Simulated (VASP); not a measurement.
## AlPt: structure and properties in VASP

What structure and properties does PBEsol give AlPt, and how near are they to the measured ones? The steps: relaxing cell and atoms (PBEsol), single point with fields (PBEsol), band structure (PBEsol), density of states (PBEsol), bands along the symmetry lines (PBEsol + SOC) and vibrations at Γ (PBEsol). The start is a computed cell from the Materials Project.

Main program and level: VASP 6.6.1; PBEsol; plane waves and PAW (Al, Pt), in the first sound run; inputs show where later runs differ.

**What experiment says.**

For PtAl, cubic chiral B20 (FeSi type) (crushed Czochralski-grown single crystal, 300 K), “Analysis of the unconventional chiral fermions in a non-centrosymmetric chiral crystal bf PtAl” (2022, arxiv:2206.01159) gives, by powder XRD, Rietveld refinement: lattice constant a (cubic lattice constant) 4.864 Å [room-temperature value; no uncertainty given].

### 1. The starting structure

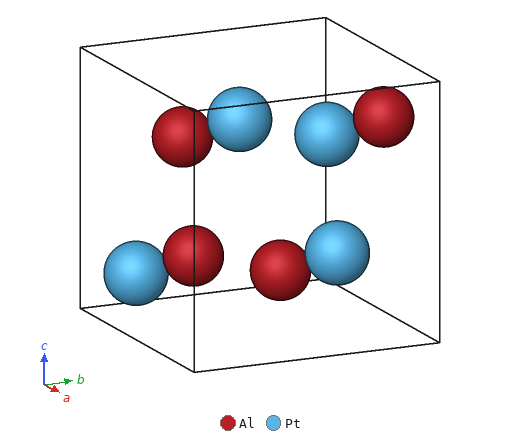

The starting structure, seen from a free direction (aluminium red, platinum blue).

As a file:

```xyz
8
Lattice="4.8789 0.0000 0.0000 0.0000 4.8789 0.0000 0.0000 0.0000 4.8789" Properties=species:S:1:pos:R:3 pbc="T T T"
Al    4.1180    4.1180    4.1180
Al    3.2004    0.7610    1.6785
Al    1.6785    3.2004    0.7610
Al    0.7610    1.6785    3.2004
Pt    0.7565    0.7565    0.7565
Pt    1.6829    4.1224    3.1960
Pt    3.1960    1.6829    4.1224
Pt    4.1224    3.1960    1.6829
```

### 2. Relaxing cell and atoms (PBEsol)

The start need not lie at this functional's minimum. ISIF = 3 frees volume, shape and positions, and EDIFFG sets the threshold on forces and stress at which the search stops. PBEsol restores the gradient expansion of exchange and is tuned for the cells of solids.

INCAR reads:

```
SYSTEM = AlPt
PREC = Accurate
ENCUT = 400
EDIFF = 1E-06
NELM = 100
ISMEAR = 1
SIGMA = 0.2
LREAL = .FALSE.
ALGO = Normal
GGA = PS
NBANDS = 34
LASPH = .TRUE.
LORBIT = 11
LWAVE = .FALSE.
LCHARG = .FALSE.
KPAR = 4
IBRION = 2
NSW = 60
ISIF = 3
EDIFFG = -0.01
```

POSCAR reads:

```
AlPt
1.0
    4.8789320700      0.0000000000      0.0000000000
    0.0000000000      4.8789320700      0.0000000000
    0.0000000000      0.0000000000      4.8789320700
Al Pt
4 4
Direct
    0.8440321000      0.8440321000      0.8440321000
    0.6559679000      0.1559679000      0.3440321000
    0.3440321000      0.6559679000      0.1559679000
    0.1559679000      0.3440321000      0.6559679000
    0.1550630600      0.1550630600      0.1550630600
    0.3449369400      0.8449369400      0.6550630600
    0.6550630600      0.3449369400      0.8449369400
    0.8449369400      0.6550630600      0.3449369400
```

KPOINTS reads:

```
Automatic mesh
0
Gamma
6 6 6
0 0 0
```

Potentials, in the order of the species: Al and Pt (PBE family, release 64).

On the command line:

```bash
$ mpirun -np 4 vasp_std
```

What it wrote:

```text
[banner, memory and clock lines left out]
running    4 mpi-ranks, on    1 nodes
 distrk:  each k-point on    1 cores,    4 groups
 distr:  one band on    1 cores,    1 groups

 POSCAR found type information on POSCAR AlPt
 POSCAR found :  2 types and       8 ions
|                                                                             |
|               ----> ADVICE to this user running VASP <----                  |
|                                                                             |
|     You enforced a specific xc type in the INCAR file but a different       |
|     [... a line on the potential file left out ...]
|     I HOPE YOU KNOW WHAT YOU ARE DOING!                                     |
|                                                                             |

 LDA part: xc-table for (Slater+PW92), standard interpolation
 POSCAR, INCAR and KPOINTS ok, starting setup
 FFT: planning ... GRIDC
 FFT: planning ... GRID_SOFT
 FFT: planning ... GRID
 WAVECAR not read
 entering main loop
       N       E                     dE             d eps       ncg     rms          rms(c)
DAV:   1     0.195402971979E+03    0.19540E+03   -0.20629E+04  1632   0.113E+03
DAV:   2    -0.463431567005E+02   -0.24175E+03   -0.23063E+03  1866   0.237E+02
DAV:   3    -0.554348573160E+02   -0.90917E+01   -0.89481E+01  2018   0.423E+01
DAV:   4    -0.555371919075E+02   -0.10233E+00   -0.10213E+00  1920   0.488E+00
DAV:   5    -0.555384755966E+02   -0.12837E-02   -0.12831E-02  1912   0.559E-01    0.213E+01
DAV:   6    -0.529713901913E+02    0.25671E+01   -0.12716E+01  1738   0.209E+01    0.691E+00
DAV:   7    -0.527397639108E+02    0.23163E+00   -0.60285E-01  1724   0.460E+00    0.419E+00
DAV:   8    -0.526524351048E+02    0.87329E-01   -0.73325E-02  1918   0.144E+00    0.758E-01
DAV:   9    -0.526505849894E+02    0.18501E-02   -0.55862E-03  1936   0.432E-01    0.290E-01
DAV:  10    -0.526505309634E+02    0.54026E-04   -0.84382E-04  1784   0.179E-01    0.507E-02
DAV:  11    -0.526505119722E+02    0.18991E-04   -0.38644E-05  1808   0.385E-02    0.191E-02
DAV:  12    -0.526505106692E+02    0.13031E-05   -0.17953E-06  1224   0.712E-03    0.547E-03
DAV:  13    -0.526505102850E+02    0.38416E-06   -0.13472E-06   918   0.667E-03
   1 F= -.52650510E+02 E0= -.52651059E+02  d E =-.526505E+02
 curvature:   0.00 expect dE= 0.000E+00 dE for cont linesearch  0.000E+00
 trial: gam= 0.00000 g(F)=  0.508E-03 g(S)=  0.174E-01 ort = 0.000E+00 (trialstep = 0.100E+01)
 search vector abs. value=  0.179E-01
 bond charge predicted
       N       E                     dE             d eps       ncg     rms          rms(c)
DAV:   1    -0.528114894373E+02   -0.16098E+00   -0.28991E+00  1658   0.112E+01    0.277E+00
DAV:   2    -0.526505972013E+02    0.16089E+00   -0.79068E-01  1672   0.562E+00    0.619E-01
DAV:   3    -0.526460691646E+02    0.45280E-02   -0.22091E-02  1708   0.881E-01    0.284E-01
DAV:   4    -0.526451019422E+02    0.96722E-03   -0.35070E-03  1770   0.216E-01    0.930E-02
DAV:   5    -0.526451392128E+02   -0.37271E-04   -0.37909E-04  1938   0.117E-01    0.413E-02
DAV:   6    -0.526451543661E+02   -0.15153E-04   -0.71631E-05  1806   0.485E-02    0.637E-03
DAV:   7    -0.526451534941E+02    0.87200E-06   -0.57173E-06  1732   0.146E-02
   2 F= -.52645153E+02 E0= -.52645546E+02  d E =0.535679E-02
[...]
3 F= -.52653994E+02 E0= -.52654486E+02  d E =-.348411E-02
[...]
4 F= -.52654316E+02 E0= -.52654804E+02  d E =-.321314E-03
[...]
5 F= -.52654549E+02 E0= -.52655033E+02  d E =-.554681E-03
[...]
6 F= -.52654546E+02 E0= -.52655024E+02  d E =-.551778E-03
 curvature:   0.85 expect dE= 0.567E-04 dE for cont linesearch  0.565E-04
 ZBRENT: bracketing found
 ZBRENT: interpolating
 opt :   2.8301  next Energy=   -52.654611 (dE=-0.617E-03)
 bond charge predicted
       N       E                     dE             d eps       ncg     rms          rms(c)
DAV:   1    -0.526544953428E+02    0.51213E-04   -0.14772E-01  1632   0.161E+00    0.307E-02
DAV:   2    -0.526546458057E+02   -0.15046E-03   -0.16708E-03  1830   0.233E-01    0.292E-02
DAV:   3    -0.526546370288E+02    0.87768E-05   -0.30149E-05  1898   0.306E-02    0.228E-02
DAV:   4    -0.526546289209E+02    0.81079E-05   -0.89364E-05  1714   0.413E-02    0.115E-02
DAV:   5    -0.526546254785E+02    0.34424E-05   -0.58766E-06  1694   0.127E-02    0.491E-03
DAV:   6    -0.526546249105E+02    0.56801E-06   -0.89055E-07   840   0.410E-03
   7 F= -.52654625E+02 E0= -.52655106E+02  d E =-.630520E-03
 curvature:  -0.94 expect dE=-0.188E-05 dE for cont linesearch -0.113E-05
 trial: gam=-0.05448 g(F)=  0.121E-05 g(S)=  0.786E-06 ort = 0.230E-04 (trialstep = 0.127E+01)
 search vector abs. value=  0.796E-06
 reached required accuracy - stopping structural energy minimisation
```

It took 62 s on 4 MPI ranks of AMD EPYC 7R43, shared host; peak memory 0.75 GiB.

Lines that name or quote the potential files are left out of all logs, and their timing lines are given in words.

From OUTCAR (step 2):

```text
ion  position               nearest neighbor table
   1  0.844  0.844  0.844-   6 2.60   7 2.60   8 2.60   6 2.61   7 2.61   8 2.61   5 2.63   3 3.02
                             4 3.02   2 3.02   2 3.02   4 3.02   3 3.02
   2  0.656  0.156  0.344-   5 2.60   7 2.60   8 2.60   7 2.61   8 2.61   5 2.61   6 2.63   1 3.02
                             1 3.02   3 3.02   3 3.02   4 3.02   4 3.02
   3  0.344  0.656  0.156-   5 2.60   6 2.60   8 2.60   8 2.61   6 2.61   5 2.61   7 2.63   1 3.02
                             4 3.02   2 3.02   2 3.02   4 3.02   1 3.02
   4  0.156  0.344  0.656-   5 2.60   6 2.60   7 2.60   6 2.61   5 2.61   7 2.61   8 2.63   1 3.02
                             3 3.02   2 3.02   1 3.02   2 3.02   3 3.02
   5  0.155  0.155  0.155-   2 2.60   3 2.60   4 2.60   2 2.61   3 2.61   4 2.61   1 2.63   6 3.02
                             7 3.02   8 3.02   6 3.02   8 3.02   7 3.02
   6  0.345  0.845  0.655-   1 2.60   3 2.60   4 2.60   3 2.61   4 2.61   1 2.61   2 2.63   8 3.02
                             5 3.02   5 3.02   7 3.02   7 3.02   8 3.02
   7  0.655  0.345  0.845-   1 2.60   2 2.60   4 2.60   4 2.61   2 2.61   1 2.61   3 2.63   8 3.02
                             5 3.02   8 3.02   6 3.02   6 3.02   5 3.02
   8  0.845  0.655  0.345-   1 2.60   2 2.60   3 2.60   2 2.61   1 2.61   3 2.61   4 2.63   7 3.02
                             5 3.02   7 3.02   5 3.02   6 3.02   6 3.02

  LATTYP: Found a simple cubic cell.
 ALAT       =     4.8789320700

 Subroutine GETGRP returns: Found 12 space group operations
 (whereof  3 operations were pure point group operations)

The static configuration has the point symmetry C_3 .
 The point group associated with its full space group is T   .

 Found     24 irreducible k-points:

   k-points           NKPTS =     24   k-points in BZ     NKDIM =     24   number of bands    NBANDS=     34

   dimension x,y,z NGX =    32 NGY =   32 NGZ =   32
   dimension x,y,z NGXF=    64 NGYF=   64 NGZF=   64

   ENCUT  =  400.0 eV  29.40 Ry    5.42 a.u.   7.96  7.96  7.96*2*pi/ulx,y,z

   NELECT =      52.0000    total number of electrons

 k-points in reciprocal lattice and weights: Automatic mesh
   0.00000000  0.00000000  0.00000000       0.005
   0.16666667  0.00000000  0.00000000       0.028
   0.33333333  0.00000000  0.00000000       0.028
   0.50000000  0.00000000  0.00000000       0.014
   0.16666667  0.16666667  0.00000000       0.056
   0.33333333  0.16666667  0.00000000       0.056
  -0.16666667  0.33333333  0.00000000       0.056
   0.50000000  0.16666667  0.00000000       0.028
  -0.16666667  0.50000000  0.00000000       0.028
[...]
0.50000000  0.50000000  0.33333333       0.028
   0.50000000  0.50000000  0.50000000       0.005

 average (electrostatic) potential at core
       1 -69.4234       2 -69.4234       3 -69.4234       4 -69.4234       5 -63.6019
       6 -63.6019       7 -63.6019       8 -63.6019

 E-fermi :  10.5221

 k-point     1 :       0.0000    0.0000    0.0000
  band No.  band energies     occupation
    ...
     23       8.7396      2.00000
     24       8.7396      2.00000
     25      10.2803      2.07084
     26      10.2803      2.07084
     27      10.2803      2.07084
     28      14.7152      0.00000
     29      14.7152      0.00000
     30      14.7152      0.00000
     31      14.8902      0.00000
     32      14.8902      0.00000
    ...

 k-point     2 :       0.1667    0.0000    0.0000
  band No.  band energies     occupation
    ...
     22       8.3422      2.00000
     23       8.7197      2.00000
     24       9.2160      2.00000
     25       9.8784      2.00005
     26      10.1097      2.01302
     27      11.4257     -0.00000
     28      13.4679     -0.00000
     29      13.8405     -0.00000
     30      14.0639     -0.00000
     31      14.0641     -0.00000
    ...

 k-point     3 :       0.3333    0.0000    0.0000
  band No.  band energies     occupation
    ...
     22       8.3139      2.00000
     23       8.8112      2.00000
     24       9.0292      2.00000
     25       9.6920      2.00000
     26      10.1785      2.03552
     27      11.6781     -0.00000
     28      12.6302     -0.00000
     29      13.3469     -0.00000
     30      13.4183     -0.00000
     31      13.9690     -0.00000
    ...

  Total        0.0065899      0.0065899      0.0065899     -0.0000000     -0.0000000      0.0000000
  in kB        0.0915287      0.0915287      0.0915287     -0.0000000     -0.0000000      0.0000000
  external PRESSURE =       0.0915287 kB  Pullay stress =       0.0000000 kB

  energy-cutoff  :      400.00
  volume of cell :      115.35
      direct lattice vectors                 reciprocal lattice vectors
     4.867934987 -0.000000000  0.000000000     0.205425915 -0.000000000 -0.000000000
     0.000000000  4.867934987  0.000000000     0.000000000  0.205425915  0.000000000
     0.000000000 -0.000000000  4.867934987    -0.000000000 -0.000000000  0.205425915

 POSITION                                       TOTAL-FORCE (eV/Angst)
 -----------------------------------------------------------------------------------
      4.10935      4.10935      4.10935         0.000487      0.000487      0.000487
      3.19256      0.75859      1.67538        -0.000487     -0.000487      0.000487
      1.67538      3.19256      0.75859         0.000487     -0.000487     -0.000487
      0.75859      1.67538      3.19256        -0.000487      0.000487     -0.000487
      0.75059      0.75059      0.75059        -0.001364     -0.001364     -0.001364
      1.68338      4.11734      3.18456         0.001364      0.001364     -0.001364
      3.18456      1.68338      4.11734        -0.001364      0.001364      0.001364
      4.11734      3.18456      1.68338         0.001364     -0.001364      0.001364
 -----------------------------------------------------------------------------------
    total drift:                                0.000000      0.000000      0.000000

  FREE ENERGIE OF THE ION-ELECTRON SYSTEM (eV)
  ---------------------------------------------------
  free  energy   TOTEN  =       -52.6546249105 eV

  energy  without entropy=      -52.6560682065  energy(sigma->0) =      -52.65510601

 reached required accuracy - stopping structural energy minimisation

 total charge
# of ion       s       p       d       tot
------------------------------------------
    1        0.375   0.390   0.000   0.764
    2        0.375   0.390   0.000   0.764
    3        0.375   0.390   0.000   0.764
    4        0.375   0.390   0.000   0.764
    5        0.679   0.668   8.187   9.534
    6        0.679   0.668   8.187   9.534
    7        0.679   0.668   8.187   9.534
    8        0.679   0.668   8.187   9.534
--------------------------------------------------
tot          4.216   4.229  32.748  41.193

[... 3 further parts left out ...]
```

CONTCAR:

```
AlPt
   1.00000000000000
     4.8679349866179598   -0.0000000000000000    0.0000000000000000
     0.0000000000000000    4.8679349866179598    0.0000000000000000
     0.0000000000000000   -0.0000000000000000    4.8679349866179598
  Al              Pt
     4     4
Direct
     0.8441660006038680    0.8441660006038680    0.8441660006038680
     0.6558339993961320    0.1558339993961319    0.3441660006038681
     0.3441660006038681    0.6558339993961320    0.1558339993961319
     0.1558339993961319    0.3441660006038681    0.6558339993961320
     0.1541907812720609    0.1541907812720609    0.1541907812720609
     0.3458092187279391    0.8458092187279391    0.6541907812720609
     0.6541907812720609    0.3458092187279391    0.8458092187279391
     0.8458092187279391    0.6541907812720609    0.3458092187279391
```

The PAW data sets were made with PBE, which is usual practice but a small mismatch for other functionals. The run keeps the 12 symmetry operations of its start, so it cannot find a distortion of lower symmetry.

Relaxation path:

```tsv
step	energy less that of the first step (eV)	largest force (eV/Å)	pressure (GPa)	volume (Å³)
1	0.0000	0.0513	-1.35	116.14
2	0.0054	0.0363	2.33	114.09
3	-0.0035	0.0456	0.04	115.34
4	-0.0038	0.0308	0.03	115.35
5	-0.0040	0.0144	0.02	115.35
6	-0.0040	0.0184	0.00	115.36
7	-0.0041	0.0024	0.01	115.35
```

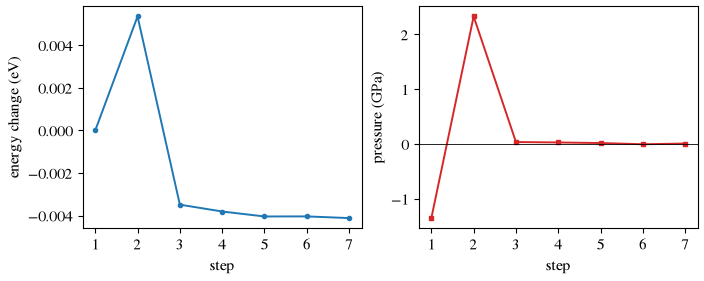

Energy and pressure along the relaxation.

```tsv
conventional cell, symmetrised	before	after	change
a (Å)	4.879	4.868	-0.2 %
b (Å)	4.879	4.868	-0.2 %
c (Å)	4.879	4.868	-0.2 %
volume (Å³/atom)	14.52	14.42	-0.7 %
```

The relaxed structure:

```xyz
8
Lattice="4.8679 0.0000 0.0000 0.0000 4.8679 0.0000 0.0000 0.0000 4.8679" Properties=species:S:1:pos:R:3 pbc="T T T"
Al    4.1093    4.1093    4.1093
Al    3.1926    0.7586    1.6754
Al    1.6754    3.1926    0.7586
Al    0.7586    1.6754    3.1926
Pt    0.7506    0.7506    0.7506
Pt    1.6834    4.1173    3.1846
Pt    3.1846    1.6834    4.1173
Pt    4.1173    3.1846    1.6834
```

This step gave:

```
electrons                       : 52
bands                           : 34
irreducible k-points            : 24
symmetry operations             : 12
free energy (TOTEN)             : -52.6546 eV
energy at zero smearing         : -52.6551 eV
Fermi energy                    : 10.52 eV
pressure                        : 0.009153 GPa
metallic                        : yes
SCF cycles over all ionic steps : 52
```

It ends with a largest force of 0.002 eV/Å and a pressure of 0.01 GPa.

(Part 1 of 4 ends here.)

[Lines on the potential files, build, host, timing and source positions are cut from VASP's logs without a mark.]

[Logs are printed without paths, hosts, clocks, repeated set-up lines and the standing remarks that a program may print on its own settings, such as how far it seeks lower states.]

[Hosts, paths, dates, database ids (printed as entryN), source tags and the programs' standing remarks are cut or masked in the printed files.]

[A measured line is paired with the nearest computed mode of its activity, which favours agreement.]
